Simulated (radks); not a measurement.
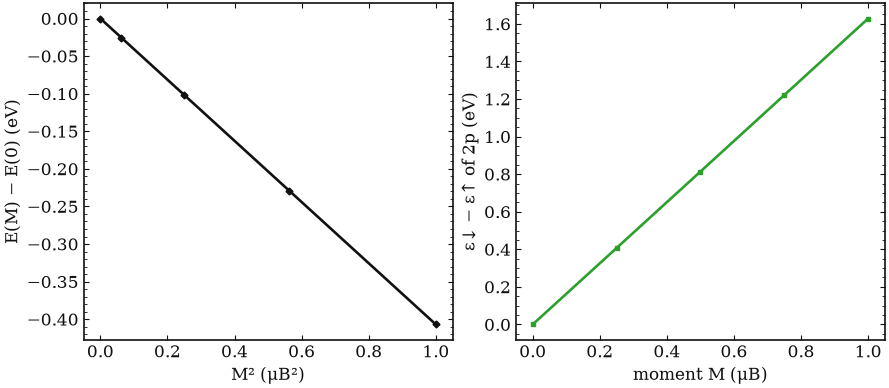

For F in [He] 2s2 2p5, the spin moment of the 2p shell is fixed at a series of values. The calculation used the in-house radial solver radks at this level: non-relativistic Kohn-Sham, PBE, spin-polarised, spherical densities, point nucleus. The plot shows the energy and the exchange splitting.

What is the spin-polarisation energy, and which exchange integral follows?

The energy falls with the moment, to −0.407 eV at M = 1 μB, the largest moment run; with one electron or hole in the shell the exact energy would hardly depend on M, so most of the fall is the functional's fractional-spin error. A fit E = −I M²/4 gives an exchange integral I of about 1.6 eV, and the exchange splitting grows nearly in proportion to M, to 1.63 eV (1.6 eV per μB).
